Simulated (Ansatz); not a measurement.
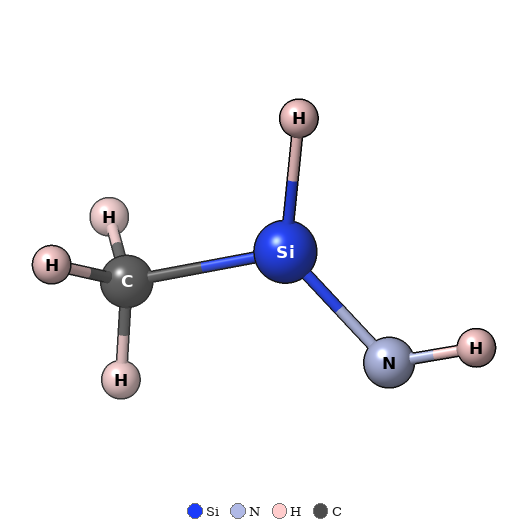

Depth is shown by fading: the farther an atom, the more it takes the colour of the background. The geometry was computed by an optimisation with PBE0-D4/def2-TZVP.

Which symmetry elements does this geometry have?

It has 1 mirror plane, so the point group is Cs. The group has 2 operations. The geometry is achiral, and symmetry allows a dipole moment.
